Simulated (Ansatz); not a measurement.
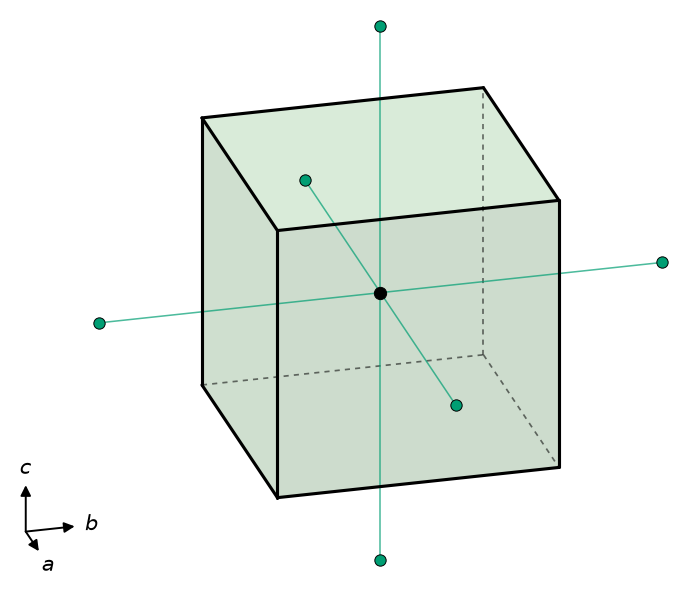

For AlMo₃H, the end point of a relaxation with DFT PBE, scalar-relativistic, plane waves, PAW in Ansatz 0.2.0; the starting structure was generated, so it need not be a known form of this composition: the Wigner–Seitz cell of the crystal's lattice, with lines to the lattice points that define its faces. All values are computed from the atomic coordinates in the standard setting (tolerance 0.002 Å).

a = 4.570 Å, b = 4.570 Å, c = 4.570 Å, α = 90.00°, β = 90.00°, γ = 90.00°; space group Pm-3m, No. 221.

Which of Fedorov's five parallelohedra is it?

A parallelepiped: 6 faces (6 with 4 edges), 12 edges, 8 vertices. Its volume is that of the primitive cell, 95.4 Å³.

Which lattice vectors do the faces bisect?

```
example  length (Å)  faces  edges of each  area (Å²)
      a        4.57      6              4       20.9
```
